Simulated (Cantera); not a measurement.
Charge: 1 mol Si, 2.3 mol NF3, 2.8 mol N2, 4.6 mol SF6, at 1223 K.

Method: chemical equilibrium by Gibbs-energy minimisation in Cantera with the NASA 1993 tables (ideal gas, pure condensed phases). Candidate condensed phases: S, Si, Si3N4; 29 gas species. The tables' values for SF3, SF5 are old estimates; treat these amounts as uncertain. Rates play no part.

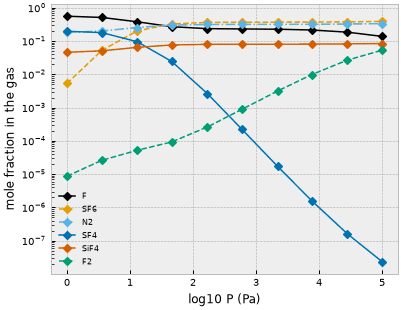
*Equilibrium gas composition (values under 1e-9 drawn at 1e-9)*

From 1.00 Pa to 1.00 bar nothing is condensed. The main Si-bearing gas is SiF4 throughout.
